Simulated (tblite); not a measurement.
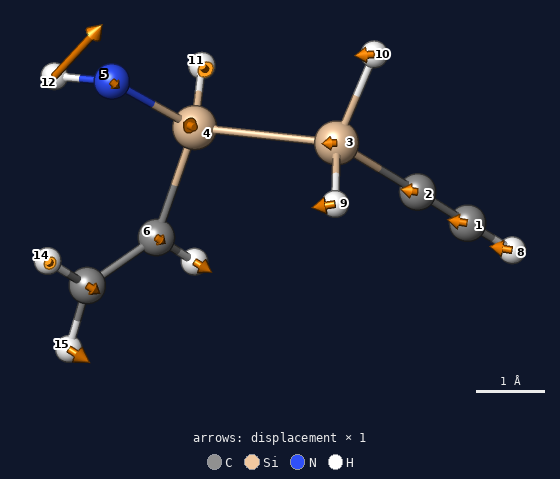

A relaxation of C4H8NSi2 (multiplicity 2). The starting structure is drawn; orange arrows show the displacements, at their true length. The two geometries are superimposed by the best rigid fit.

The picture is a ball-and-stick view, seen from a free direction.

Computed with tblite 0.8.0, GFN2-xTB geometry optimisation, gas phase. 

Q: Which element moves most?

A: Hydrogen: up to 1.25 Å, against 0.32 Å for carbon.

Q: What happened in the run?

A: The atom that moves furthest after the best rigid fit is an H atom (1.25 Å). By element the largest moves are H 1.25 Å, C 0.32 Å, Si 0.31 Å, N 0.17 Å. Among the contacts that change: N–Si 1.760 → 1.638 Å, Si–Si 2.331 → 2.432 Å, C–Si 1.886 → 1.841 Å, H–Si 1.502 → 1.462 Å. Among the angles between lasting bonds that change: N–Si–H 106.3° → 130.4°, Si–Si–N 115.2° → 97.5°, Si–N–H 107.0° → 123.7°. Groups turn about N–Si by about 80°. The energy falls by 86.2 kJ/mol in 78 geometry steps.
